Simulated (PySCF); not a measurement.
C5H13BO2, SMILES CC(C)(C)CB(O)O at its GFN2-xTB optimised geometry (Å):

```
21

C      0.5752     1.4642     2.3516
C      1.0072     0.3699     1.3746
C      2.5301     0.4075     1.2155
C      0.5994    -0.9972     1.9311
C      0.3487     0.6126     0.0000
B     -1.2559     0.6126     0.0000
O     -2.0099    -0.5236    -0.0298
O     -1.9109     1.7912     0.0000
H      0.8693     2.4422     1.9790
H      1.0356     1.3113     3.3258
H     -0.5052     1.4610     2.4713
H      3.0180     0.2547     2.1761
H      2.8655    -0.3718     0.5343
H      2.8492     1.3685     0.8192
H      0.8606    -1.7912     1.2334
H      1.1143    -1.1903     2.8702
H     -0.4711    -1.0319     2.1196
H      0.7181    -0.1499    -0.6916
H      0.7009     1.5745    -0.3739
H     -1.5261    -1.3475    -0.0303
H     -2.8655     1.7083    -0.0152
```

Calculation: B3LYP/def2-SVP (PySCF 2.14.0).

Map of the Laplacian of the electron density (e/bohr⁵), clipped to [-1.50, 1.50] on the plane z = 0.8 Å:

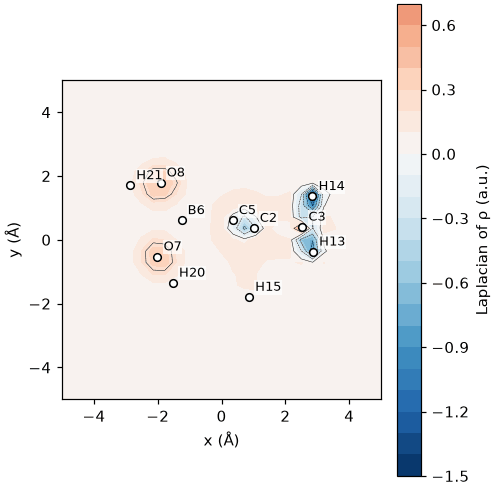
Fig. 1. Laplacian of the electron density (e/bohr⁵), clipped to [-1.50, 1.50] on the plane z = 0.8 Å.
